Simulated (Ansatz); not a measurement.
# CH7BSi (SMILES CB[SiH3]) at CAM-B3LYP/cc-pVDZ-F12 (xc omega 0.5)

What is the energy change on altering one bond length of CH7BSi at CAM-B3LYP/cc-pVDZ-F12 (xc omega 0.5)? 

Program for the calculation: Ansatz 0.2.0.

5 further runs of the same task are left out: 2 that didn't finish, 3 set aside as unsound or not needed.

### Step 1. The structure to begin with

CH7BSi has 10 atoms, charge 0, and is taken as a singlet. SMILES: `CB[SiH3]`. The shape is that of a PBE0-D4/def2-TZVP optimisation.

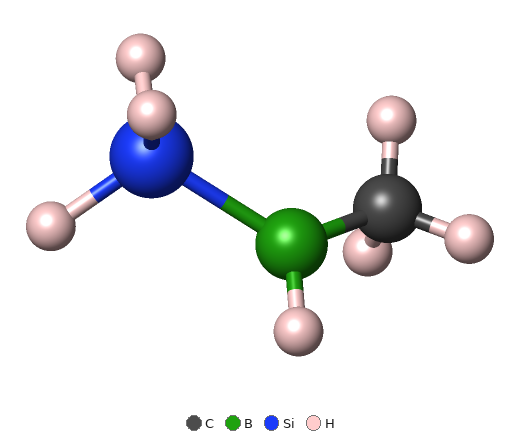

Viewed from a chosen angle; carbon dark grey, boron green, silicon blue, hydrogen pink.

### Step 2. The energy at CAM-B3LYP/cc-pVDZ-F12 (xc omega 0.5)

run.yaml reads:

```yaml
crystal:
  periodic: [false, false, false]
  atoms:
    - {symbol: C, position_ang: [-1.087900, 0.975000, -0.576900]}
    - {symbol: B, position_ang: [0.112000, 0.000300, -0.689900]}
    - {symbol: Si, position_ang: [1.014100, -0.883100, 0.884800]}
    - {symbol: H, position_ang: [-1.958400, 0.307500, -0.716200]}
    - {symbol: H, position_ang: [-1.157900, 1.712200, -1.380000]}
    - {symbol: H, position_ang: [-1.228600, 1.454100, 0.393400]}
    - {symbol: H, position_ang: [0.516800, -0.288200, -1.783700]}
    - {symbol: H, position_ang: [1.154200, -2.354100, 0.685500]}
    - {symbol: H, position_ang: [0.324900, -0.654200, 2.186700]}
    - {symbol: H, position_ang: [2.393700, -0.320800, 0.999300]}
basis:
  gaussian:
    orbitals: cc-pVDZ-F12.json
total_charge: 0
hamiltonian:
  xc: {name: CAM-B3LYP, parameters: {omega: 0.5/bohr}}
  pseudopotentials: {relativity: none}
accuracy: high
```

The basis set cc-pVDZ-F12 is read from a file made from the Basis Set Exchange's data (not shown).

Launch:

```console
$ ansatz run run.yaml --threads 1 --pin off --max-ram 2610MiB --events-out events.jsonl --progress --plain --runs-dir runs
```

Standard output:

```text
Warning: RAYON_NUM_THREADS=1 ignored (pool sized by the plan → 1); use --threads N
Functional definition: CAM-B3LYP
  name "CAM-B3LYP"
  parameter alpha = 0.19
  parameter beta = 0.46
  parameter omega = 0.33/bohr
  parameter ac = 0.81
  exchange = (1 - alpha - beta)*b88_x + beta*b88_x_sr(omega) + alpha*exact_x + beta*exact_x_lr(omega)
  correlation = (1 - ac)*vwn5_c + ac*lyp_c
  with omega = 0.5/bohr from the input
3124 factors; integrals over basis functions are off by at most 3.5e-9 eV
1042 factors; integrals over basis functions are off by at most 2.7e-9 eV
mean field evaluation 1: about -9699.8714 eV, gradient 4.2e1 eV
mean field evaluation 2: about -9701.3349 eV, gradient 3.3e1 eV
mean field evaluation 4: about -9703.9115 eV, gradient 5.7e-1 eV
mean field evaluation 8: about -9703.9110 eV, gradient 2.7e-2 eV
mean field evaluation 16: about -9703.9110 eV, gradient 9.3e-6 eV
mean field -9703.91102501 eV, -356.6121526221 hartree, gradient 2.0e-8 eV, S^2 0.000000; 0 other end points of the search recorded, 0 dependent functions left out
reference -9703.91105138 eV, -356.6121535909 hartree; 16, 16 occupied and 146, 146 virtual orbitals, 3124 factors
Total energy: -9703.91105138 eV, -356.6121535909 hartree
```

Wall time 45 s (1 thread of Arm Neoverse N1, shared host); peak memory 0.9 GiB.

### Step 3. The distorted shape, same level

run.yaml reads:

```yaml
crystal:
  periodic: [false, false, false]
  atoms:
    - {symbol: C, position_ang: [-2.053607, 0.581395, -0.657049]}
    - {symbol: B, position_ang: [-0.853707, -0.393305, -0.770049]}
    - {symbol: Si, position_ang: [0.048393, -1.276705, 0.804651]}
    - {symbol: H, position_ang: [-2.924107, -0.086105, -0.796349]}
    - {symbol: H, position_ang: [-2.123607, 1.318595, -1.460149]}
    - {symbol: H, position_ang: [-2.194307, 1.060495, 0.313251]}
    - {symbol: H, position_ang: [-0.448907, -0.681805, -1.863849]}
    - {symbol: H, position_ang: [0.188493, -2.747705, 0.605351]}
    - {symbol: H, position_ang: [-0.640807, -1.047805, 2.106551]}
    - {symbol: H, position_ang: [2.393700, -0.320800, 0.999300]}
basis:
  gaussian:
    orbitals: cc-pVDZ-F12.json
total_charge: 0
hamiltonian:
  xc: {name: CAM-B3LYP, parameters: {omega: 0.5/bohr}}
  pseudopotentials: {relativity: none}
accuracy: high
```

The basis set cc-pVDZ-F12 is read from a file made from the Basis Set Exchange's data (not shown).

Launch:

```console
$ ansatz run run.yaml --threads 1 --pin off --max-ram 2610MiB --events-out events.jsonl --progress --plain --runs-dir runs
```

Standard output, shortened:

```text
Warning: RAYON_NUM_THREADS=1 ignored (pool sized by the plan → 1); use --threads N
Functional definition: CAM-B3LYP
  name "CAM-B3LYP"
[...]
  with omega = 0.5/bohr from the input
3113 factors; integrals over basis functions are off by at most 3.6e-9 eV
1069 factors; integrals over basis functions are off by at most 2.6e-9 eV
[...]
mean field -9700.91916357 eV, -356.5022037421 hartree, gradient 5.1e-8 eV, S^2 0.000000; 0 other end points of the search recorded, 0 dependent functions left out
reference -9700.91919214 eV, -356.5022047920 hartree; 16, 16 occupied and 146, 146 virtual orbitals, 3113 factors
Total energy: -9700.91919214 eV, -356.5022047920 hartree
```

Wall time 43 s (1 thread of Arm Neoverse N1, shared host); peak memory 0.9 GiB.

### Step 4. What came out

At CAM-B3LYP/cc-pVDZ-F12 (xc omega 0.5):

| quantity | value |
| --- | --- |
| first shape: total energy | -356.61215 Eh |
| distorted shape: total energy | -356.50220 Eh |
| energy change with the Si3–H10 bond stretched from 1.494 to 2.540 Å | 2.992 eV |

**Reading.** One bond (distorted shape) is far stretched, which a spin-restricted single reference describes badly; a broken-symmetry solution may lie lower. With the Si3–H10 bond stretched from 1.494 to 2.540 Å the energy rises by 2.99 eV (289 kJ/mol). The first shape isn't relaxed at this level, so the change isn't measured from a minimum. A restricted reference can't describe the breaking bond well at this length.
